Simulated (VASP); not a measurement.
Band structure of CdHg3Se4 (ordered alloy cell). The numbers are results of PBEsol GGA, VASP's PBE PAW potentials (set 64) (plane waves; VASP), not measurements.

Unless said otherwise, spin-orbit coupling is left out, though it shifts the bands of the heavy elements here.

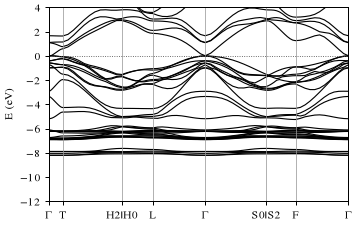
Figure. Bands along high-symmetry lines, zero at the valence-band maximum or, without a gap, the Fermi level

Q: Read the plot: is there a gap, and where are the band edges?

A: It has no gap at this level: it comes out as a metal or semimetal. (Edges off the drawn lines would not show.)

The structure was generated: CdHg3Se4 was put into an ordered model structure (R3m), which need not be its known phase. It was relaxed first.
